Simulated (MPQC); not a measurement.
# UBHLYP/3-21G run of SiNH4 (SMILES N[SiH2])

What is the energy change on altering one bond length of SiNH4 at UBHLYP/3-21G? 

The results are computed with MPQC 2.3.1.

3 further runs of the same task are left out: 3 set aside as unsound or not needed. Runs told in other sessions of the task aren't counted.

## (1) The molecule

SiNH4: 6 atoms, total charge 0, spin state doublet. As SMILES, `N[SiH2]`. The coordinates come from a PBE0-D4/def2-TZVP relaxation. This is one conformer, not always the lowest.

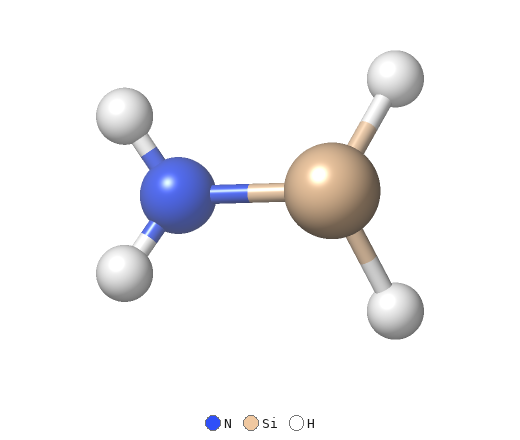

Viewed from a chosen angle; nitrogen blue, silicon light orange, hydrogen white.

## (2) A single-point energy at UBHLYP/3-21G

Contents of job.in:

```
% H4NSi
molecule<Molecule>: (
  symmetry = c1
  unit = bohr
  { atoms geometry } = {
    N  [ -0.11772994    -1.63177851     0.03949528 ]
    Si [ 0.58090181     1.54069371     0.30537974 ]
    H  [ 1.06769526    -2.78904679    -0.90026553 ]
    H  [ -0.95166608    -2.54451623     1.48834830 ]
    H  [ 1.24230595     2.47138383    -2.27541923 ]
    H  [ -1.74157160     2.83251049     1.25534506 ]
  }
)
basis<GaussianBasisSet>: (
  name = "3-21G"
  molecule = $:molecule
  puream = yes
)
mpqc: (
  checkpoint = no
  savestate = no
  restart = no
  do_energy = yes
  do_gradient = no
  optimize = no
  mole<UKS>: (
    molecule = $:molecule
    basis = $:basis
    total_charge = 0
    multiplicity = 2
    memory = 1000000000
    print_evals = yes
    print_npa = yes
    maxiter = 60
    functional<SumDenFunctional>: (
      a0 = 0.5
      coefs = [ 0.5 0.5 1 ]
      funcs: [ <SlaterXFunctional>: () <Becke88XFunctional>: () <LYPCFunctional>: () ]
    )
    integrator<RadialAngularIntegrator>: ( grid = xfine )
    guess_wavefunction<HSOSHF>: (
      molecule = $:molecule
      total_charge = 0
      multiplicity = 2
      memory = 1000000000
      value_accuracy = 1e-3
      basis<GaussianBasisSet>: (
        name = "STO-3G"
        molecule = $:molecule
      )
      guess_wavefunction<ExtendedHuckelWfn>: (
        molecule = $:molecule
        total_charge = 0
        multiplicity = 2
        basis<GaussianBasisSet>: (
          name = "STO-3G"
          molecule = $:molecule
        )
      )
    )
  )
)
```

Command:

```console
$ mpqc -o job.out job.in
```

Output:

```text
MPQC: Massively Parallel Quantum Chemistry
[...]
  Integrated electron density error = -0.000258463886
  iter     1 energy = -344.5429008075 delta = 2.58193e-01
  Integrated electron density error = -0.000209944306
  iter     2 energy = -344.7065958044 delta = 3.43446e-02
[...]
  Integrated electron density error = -0.000000099608
  iter    15 energy = -344.7252609233 delta = 7.17512e-06
  Integrated electron density error = -0.000000099592
  iter    16 energy = -344.7252609279 delta = 3.16191e-06
  Integrated electron density error = -0.000000099585
  iter    17 energy = -344.7252609290 delta = 1.73334e-06
  Integrated electron density error = -0.000000099584
  iter    18 energy = -344.7252609304 delta = 1.03325e-06
[...]
  <S^2>      = 0.752848
  total scf energy = -344.7252609304
Value of the MolecularEnergy: -344.7252609304
[...]
        symmetry = c1
[...]
        nbasis = 30
[...]
      nalpha = 13
      nbeta = 12
[...]
```

Run time: 11 s. Hardware: 1 thread of Arm Neoverse N1, shared host.

## (3) The distorted shape, same level

Contents of input.in:

```
% emacs should use -*- KeyVal -*- mode
molecule<Molecule>: (
  symmetry = c1
  unit = bohr
  { atoms geometry } = {
    N  [ -0.53268167    -1.22668170     0.36845502 ]
    Si [ 0.16595008     1.94579052     0.63433949 ]
    H  [ 1.06769526    -2.78904679    -0.90026553 ]
    H  [ -1.36661781    -2.13941942     1.81730804 ]
    H  [ 0.82735422     2.87648064    -1.94645948 ]
    H  [ -2.15652333     3.23760730     1.58430481 ]
  }
)
basis<GaussianBasisSet>: (
  name = "3-21G"
  molecule = $:molecule
  puream = yes
)
mpqc: (
  checkpoint = no
  savestate = no
  restart = no
  do_energy = yes
  do_gradient = no
  optimize = no
  mole<UKS>: (
    molecule = $:molecule
    basis = $:basis
    total_charge = 0
    multiplicity = 2
    memory = 1000000000
    print_evals = yes
    print_npa = yes
    maxiter = 60
    functional<SumDenFunctional>: (
      a0 = 0.5
      coefs = [ 0.5 0.5 1 ]
      funcs: [ <SlaterXFunctional>: () <Becke88XFunctional>: () <LYPCFunctional>: () ]
    )
    integrator<RadialAngularIntegrator>: ( grid = xfine )
    guess_wavefunction<HSOSHF>: (
      molecule = $:molecule
      total_charge = 0
      multiplicity = 2
      memory = 1000000000
      value_accuracy = 1e-3
      basis<GaussianBasisSet>: (
        name = "STO-3G"
        molecule = $:molecule
      )
      guess_wavefunction<ExtendedHuckelWfn>: (
        molecule = $:molecule
        total_charge = 0
        multiplicity = 2
        basis<GaussianBasisSet>: (
          name = "STO-3G"
          molecule = $:molecule
        )
      )
    )
  )
)
```

Command:

```console
$ mpqc input.in > input.out
```

Output:

```text
MPQC: Massively Parallel Quantum Chemistry
[...]
  Integrated electron density error = -0.000252322240
  iter     1 energy = -344.4788641118 delta = 2.58885e-01
  Integrated electron density error = -0.000288669923
  iter     2 energy = -344.6514041336 delta = 3.51753e-02
[...]
  Integrated electron density error = -0.000000134839
  iter    17 energy = -344.6708028974 delta = 4.39152e-06
  Integrated electron density error = -0.000000134832
  iter    18 energy = -344.6708028993 delta = 3.25284e-06
  Integrated electron density error = -0.000000134827
  iter    19 energy = -344.6708029002 delta = 2.19238e-06
  Integrated electron density error = -0.000000134825
  iter    20 energy = -344.6708029007 delta = 1.66457e-06
[...]
  <S^2>      = 0.754020
  total scf energy = -344.6708029007
Value of the MolecularEnergy: -344.6708029007
[...]
        symmetry = c1
[...]
        nbasis = 30
[...]
      nalpha = 13
      nbeta = 12
[...]
```

Run time: 13 s. Hardware: 1 thread of Arm Neoverse N1, shared host.

## (4) What came out

Level: UBHLYP/3-21G.

```
                                                         quantity          value
                                        first shape: total energy  -344.72526 Eh
                                                first shape: ⟨S²⟩          0.753
                                    distorted shape: total energy  -344.67080 Eh
                                            distorted shape: ⟨S²⟩          0.754
energy change with the N1–H3 bond stretched from 1.008 to 1.361 Å       1.482 eV
```

**Reading.** With the N1–H3 bond stretched from 1.008 to 1.361 Å the energy rises by 1.48 eV (34 kcal/mol). The first shape isn't relaxed at this level, so the change isn't measured from a minimum.
